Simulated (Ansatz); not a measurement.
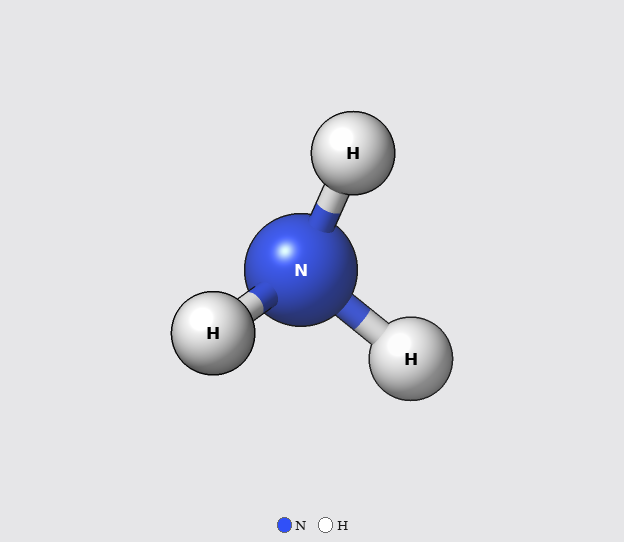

Ball-and-stick drawing of a structure. Every bond is drawn as one stick, whatever its order.

The computed structure is the end point of a PBE0-D4/def2-TZVP optimisation.

What does the picture show?

Formula NH₃. This geometry has C3v symmetry. Coordination: 1 N trigonal pyramidal.

The parts below concern this one geometry. Atoms keep their numbers from picture to picture.

**Electronic properties**

Level of theory: RKS PBE0-D4/def2-TZVPP (Ansatz 0.2.0).

> What is the LUMO energy (Kohn–Sham orbital)?

1.03 eV.

> What is the HOMO energy (Kohn–Sham orbital)?

−7.58 eV.

**Vibrations**

Harmonic vibrations computed with RKS PBE0-D4/def2-TZVP (Ansatz 0.2.0) at a stationary point of the same level.

> List the wavenumbers.

6 modes: 1030, 1670, 1670, 3502, 3631, 3631 cm⁻¹.

**Charges**

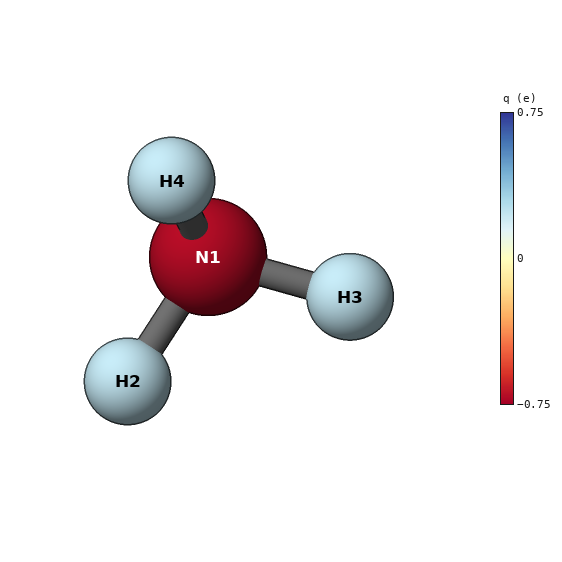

Atoms are coloured by their Mulliken charges. Properties computed with RKS PBE0-D4/def2-TZVP (Ansatz 0.2.0).

Give the Mulliken charges atom by atom.

```tsv
atom	value (e)
N1	−0.70
H2	0.23
H3	0.23
H4	0.23
```

**Thermal motion**

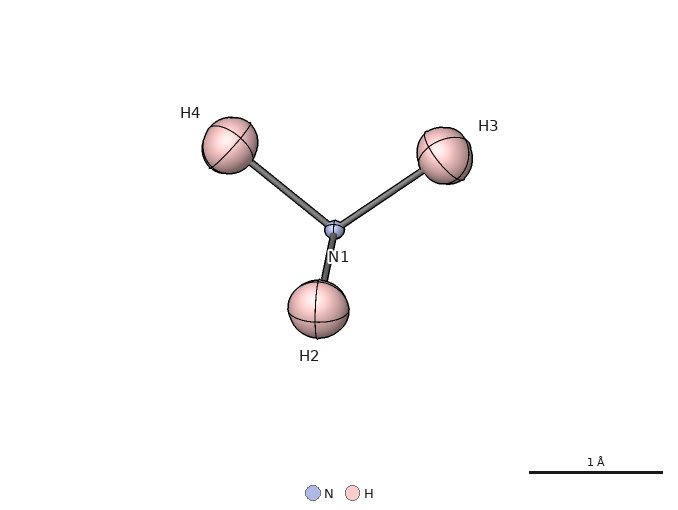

Displacement ellipsoids at the 50 % level, enlarged 2 times, from the internal vibrations of the free molecule (harmonic, no overall translation or rotation; no half-axis is drawn under 0.075 Å). Vibrations computed with RKS PBE0-D4/def2-TZVP (Ansatz 0.2.0). Temperature: 400 K.

> Which atom moves most?

H2, H3, H4, with U_eq = 0.0052 Å².

List U_eq and the three principal root-mean-square amplitudes for each kind of atom.

| atom | U_eq (Å²) | rms amplitudes (Å) |
| --- | --- | --- |
| N1 | 0.00011 | 0.008, 0.008, 0.014 |
| H2, H3, H4 | 0.0052 | 0.066, 0.074, 0.075 |

Mulliken values depend strongly on the basis set and can even reverse the polarity of a bond.
